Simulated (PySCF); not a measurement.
# ClHgO (Hg(O)(Cl)-): the cost of one run

Program: PySCF 2.14.0. Level of theory: PBE0, Hg def2-SVP with ECP60, O def2-SVP, Cl def2-SVP; scalar-relativistic core potentials, no spin–orbit coupling. These are calculated values, not measurements.

1 further run of the same task is left out (for a known fault of the program).

### Step 1. The starting structure

3 atoms, charge -1, spin multiplicity 1.

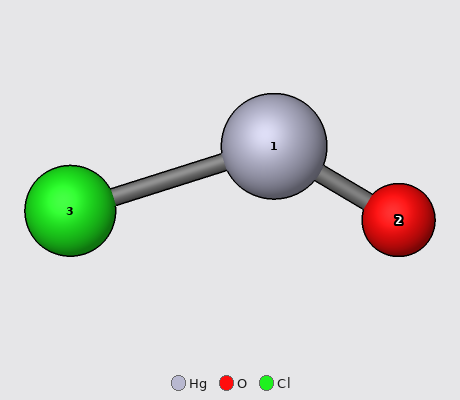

Start geometry, drawn with mercury light grey, oxygen red, chlorine green; atoms are numbered from 1 in the order of the file.

Geometry (Å):

```
Hg    0.0000    0.0000    0.0000
O     1.3914    0.0000    0.6227
Cl   -2.0543    0.0000    0.9193
```

Formal oxidation states: Hg +2.

### Step 2. SCF at the start, singlet

run.py (the lines that set the calculation) reads:

```python
mol = gto.M(atom='''
Hg     0.00000     0.00000     0.00000
O      1.39140     0.00000     0.62270
Cl    -2.05430     0.00000     0.91930''',
    basis={'Hg': 'def2-SVP', 'O': 'def2-SVP', 'Cl': 'def2-SVP'},
    ecp={'Hg': 'def2-SVP'},
    charge=-1, spin=0)
mf = dft.RKS(mol, xc='PBE0')
mf.grids.atom_grid = (50, 194)
mf = mf.density_fit()  # fitting sets: Hg def2-universal-JKFIT, O def2-universal-JKFIT, Cl def2-universal-JKFIT
mf.conv_tol = 1e-08; mf.max_cycle = 55
mf.kernel(dm0)  # dm0: free metal ions and neutral atoms
```

Command:

```sh
$ OMP_NUM_THREADS=2 python run.py
```

Q: Estimate wall time and peak memory on 2 threads of Arm Neoverse V2, shared host.

About 1.1 s, with a peak of 0.27 GiB.
